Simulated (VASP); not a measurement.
Band structure of SnSe (space group Fm-3m). Level of theory: r2SCAN meta-GGA, VASP's PBE PAW potentials (set 64) (plane waves; VASP 6.6.1).

Unless said otherwise, spin-orbit coupling is left out, though it shifts the bands of the heavy elements here.

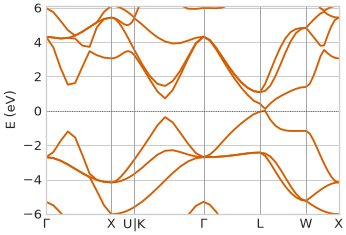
Figure: Bands along high-symmetry lines, zero at the valence-band maximum or, without a gap, the Fermi level

Problem. Read the plot: is there a gap, and where are the band edges?

Solution. The gap is direct, 0.11 eV, from the valence maximum at L-W at 0.11 to the conduction minimum at L-W at 0.11.

The structure comes from a computed database's SnSe entry (Fm-3m); how it stands against other phases isn't given here. It was relaxed first.
